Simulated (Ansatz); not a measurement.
# WH2O4 (tungstic acid): CCSD(T)/def2-SVP (core potential)

What is the vertical ionisation energy of WH2O4 (tungstic acid) at CCSD(T)/def2-SVP (core potential)? 

The results are computed with Ansatz 0.2.0.

### 1 Starting point

WH2O4: 7 atoms, total charge 0, spin state singlet. As SMILES, `[O]=[W](=[O])([OH])[OH]`. The coordinates come from a PBE0-D4/def2-TZVP relaxation. This is one conformer, not always the lowest.

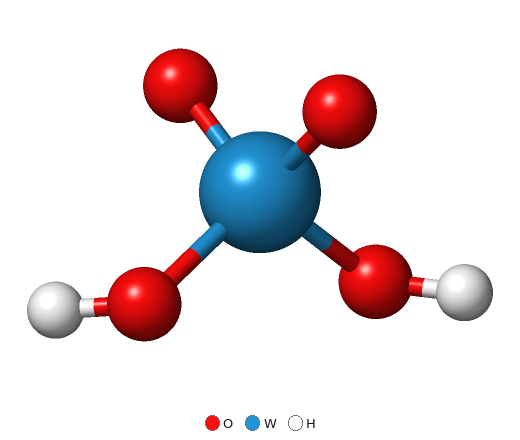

Viewed from a chosen angle; oxygen red, tungsten blue, hydrogen white.

### 2 The energy at CCSD(T)/def2-SVP (core potential)

job.yaml reads:

```yaml
basis:
  gaussian:
    orbitals: def2-SVP
crystal:
  periodic: [false, false, false]
  atoms:
    - {symbol: O, position_ang: [-1.405490, 1.320440, 0.101460]}
    - {symbol: W, position_ang: [-0.074460, 0.262990, 0.223380]}
    - {symbol: O, position_ang: [0.838560, 0.682730, 1.599940]}
    - {symbol: O, position_ang: [-0.678990, -1.507810, 0.417510]}
    - {symbol: O, position_ang: [0.980910, 0.441080, -1.323670]}
    - {symbol: H, position_ang: [-1.588940, -1.793310, 0.309900]}
    - {symbol: H, position_ang: [1.928400, 0.593870, -1.328530]}
correlation:
  method: ccsd_t
  frozen_orbitals: {H: 0, O: 1, W: 0}
accuracy: high
scf:
  omitted_lower_state_checks: [cluster_reference, increment]
```

On the command line:

```
$ ansatz run job.yaml --threads 1 --pin off --max-ram 3480MiB --events-out events.jsonl --progress --plain --runs-dir runs
```

Standard output, cut to the lines that bear on the results:

```text
Warning: RAYON_NUM_THREADS=1 ignored (pool sized by the plan → 1); use --threads N
Functional definition: HF
  name "HF"
[...]
2166 factors; integrals over basis functions are off by at most 3.3e-9 eV
[...]
mean field -9983.29310520 eV, -366.8792546970 hartree, gradient 2.8e-8 eV, S^2 0.000000; 0 other end points of the search recorded, 0 dependent functions left out
4 core orbitals not correlated: weight in the atoms' cores, before any rotation towards them, 1.000 or more for the frozen orbitals, at most 0.000 for the correlated occupied ones
reference -9983.29310520 eV, -366.8792546970 hartree; 20, 20 occupied and 74, 74 virtual orbitals, 2166 factors
second order -31.23909468 eV of doubles, -0.00000000 eV of singles
cycle   1  -27.67616015 eV  change     3.6e0 eV  update   2.9e-1
[...]
cycle  22  -29.64438417 eV  change   -1.6e-9 eV  update   3.3e-9
perturbative correction -1.35967542 eV, -0.0499671500 hartree
Total energy: -10014.29716478 eV, -368.0186328713 hartree
Checks for a lower state left out: cluster_reference, increment
```

Wall time 78 s (1 thread of Arm Neoverse V1, shared host); peak memory 0.82 GiB.

### 3 The doublet cation

in.yaml reads:

```yaml
crystal:
  periodic: [false, false, false]
  atoms:
    - {symbol: O, position_ang: [-1.405490, 1.320440, 0.101460]}
    - {symbol: W, position_ang: [-0.074460, 0.262990, 0.223380]}
    - {symbol: O, position_ang: [0.838560, 0.682730, 1.599940]}
    - {symbol: O, position_ang: [-0.678990, -1.507810, 0.417510]}
    - {symbol: O, position_ang: [0.980910, 0.441080, -1.323670]}
    - {symbol: H, position_ang: [-1.588940, -1.793310, 0.309900]}
    - {symbol: H, position_ang: [1.928400, 0.593870, -1.328530]}
basis:
  gaussian:
    orbitals: def2-SVP
total_charge: 1
magnetization:
  spin_polarized: true
  initial_magnetization: 1
correlation:
  method: ccsd_t
  frozen_orbitals: {H: 0, O: 1, W: 0}
accuracy: high
scf:
  omitted_lower_state_checks: [cluster_reference, increment]
```

On the command line:

```
$ ansatz run in.yaml --threads 1 --pin off --max-ram 3480MiB --events-out events.jsonl --progress --plain --runs-dir runs
```

Standard output, cut to the lines that bear on the results:

```text
Warning: RAYON_NUM_THREADS=1 ignored (pool sized by the plan → 1); use --threads N
Functional definition: HF
  name "HF"
[...]
2165 factors; integrals over basis functions are off by at most 3.3e-9 eV
[...]
mean field -9973.47470652 eV, -366.5184352006 hartree, gradient 3.0e-8 eV, S^2 1.089057; 8 other end points of the search recorded, 0 dependent functions left out
4 core orbitals not correlated: weight in the atoms' cores, before any rotation towards them, 1.000 or more for the frozen orbitals, at most 0.000 for the correlated occupied ones
reference -9973.47470652 eV, -366.5184352006 hartree; 20, 19 occupied and 74, 75 virtual orbitals, 2165 factors
second order -28.50648912 eV of doubles, -0.00000000 eV of singles
cycle   1  -26.54082619 eV  change     2.0e0 eV  update   2.6e-1
[...]
cycle  42  -28.59674352 eV  change   -2.2e-9 eV  update   2.7e-9
perturbative correction -1.28489904 eV, -0.0472191687 hartree
Total energy: -10003.35634907 eV, -367.6165653099 hartree
Checks for a lower state left out: cluster_reference, increment
```

Run time: 7.3 min. Hardware: 1 thread of Arm Neoverse V1, shared host; peak memory 2 GiB.

### 4 Outcome

At CCSD(T)/def2-SVP (core potential), 4 core orbitals frozen:

| quantity | value |
| --- | --- |
| singlet WH2O4: total energy | -368.01863 Eh |
| singlet WH2O4: correlation energy (4 core orbitals frozen) | -1139.4 mEh |
| singlet WH2O4: (T) correction | -49.97 mEh |
| singlet WH2O4: T1 diagnostic | 0.022 |
| doublet cation: total energy | -367.61657 Eh |
| doublet cation: correlation energy (4 core orbitals frozen) | -1098.1 mEh |
| doublet cation: (T) correction | -47.22 mEh |
| doublet cation: ⟨S²⟩ of the reference determinant | 1.089 |
| doublet cation: T1 diagnostic | 0.041 |
| vertical ionisation energy (to the doublet cation) | 10.941 eV |

**Reading.** The vertical ionisation energy comes to 10.94 eV (1056 kJ/mol). The triples (singlet WH2O4) make up 4.4 % of the correlation energy. ⟨S²⟩ (doublet cation) is 1.09 where a pure doublet has 0.75: the reference is spin-contaminated. The triples (doublet cation) make up 4.3 % of the correlation energy.
